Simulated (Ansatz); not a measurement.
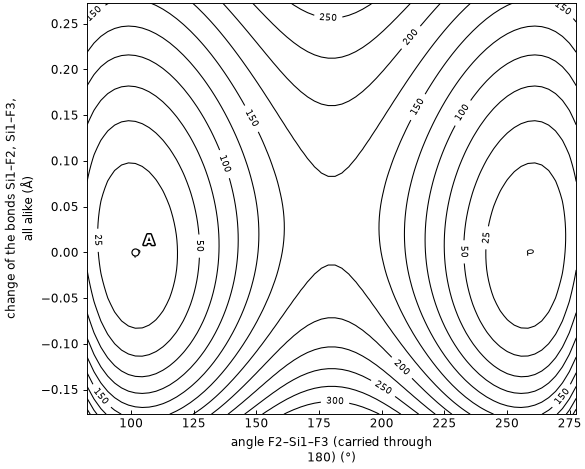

SiF2. The first coordinate is: angle F2–Si1–F3 (carried through 180); the second: change of the bonds Si1–F2, Si1–F3, all alike. Nothing is relaxed (all other coordinates rigid). The scan uses an 11 × 11 grid; 66 points were computed and 55 follow by symmetry. Points are written as (first, second). Energies: kJ/mol, counted from the lowest grid point. Method: RKS wB97M-V/def2-TZVP in Ansatz.

Drawn: contour lines labelled in kJ/mol, the point A. Between grid points the surface is interpolated.

**Find the lowest pass out of the well at A.**

The easiest path leads from the well at (102.0°, 0.003 Å) to a well of about the same depth at (258.0°, 0.003 Å). Its highest point lies about 170 kJ/mol above the bottom of the first well on the interpolated surface, at about (180°, 0.03 Å). The start is the relaxed structure and all else is held, so a fully relaxed path at this level can only be lower.

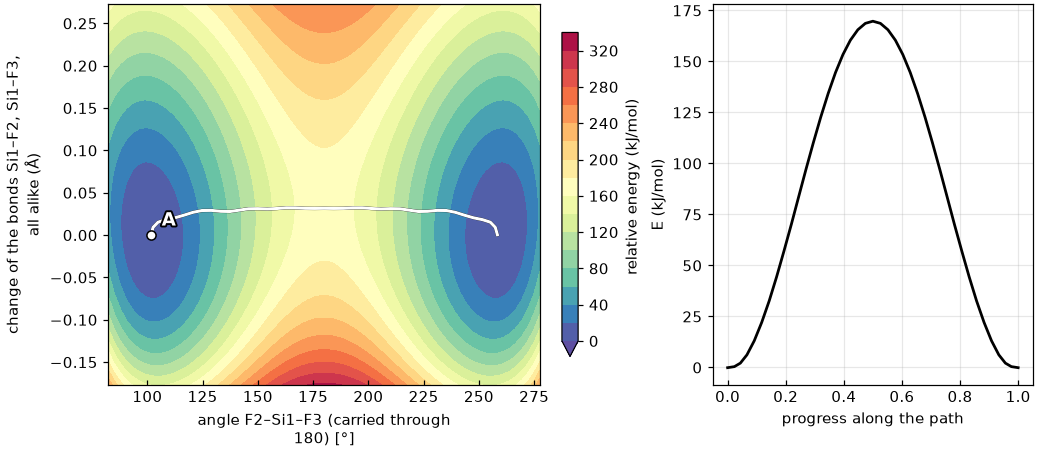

In the figure: filled contours, a line along the lowest path, the energy along the path at the right. Between grid points the surface is interpolated.
